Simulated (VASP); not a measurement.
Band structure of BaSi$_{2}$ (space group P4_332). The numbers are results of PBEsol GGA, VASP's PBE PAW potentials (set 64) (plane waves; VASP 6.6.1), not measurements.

Unless said otherwise, spin-orbit coupling is left out, though it shifts the bands of the heavy elements here.

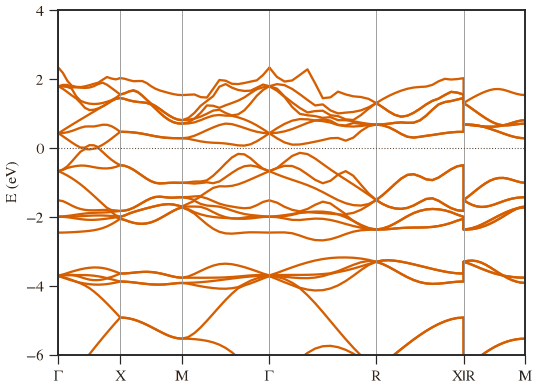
Fig. 1. Bands along high-symmetry lines, zero at the valence-band maximum or, without a gap, the Fermi level

Task: Read the plot: is there a gap, and where are the band edges?

Result: The gap is indirect, 0.01 eV, from the valence maximum at Γ-X at 0.64 to the conduction minimum at Γ-X at 0.43. (Edges off the drawn lines would not show.)

The structure comes from a computed database's BaSi2 entry (P4_332); how it stands against other phases isn't given here. It was relaxed first.
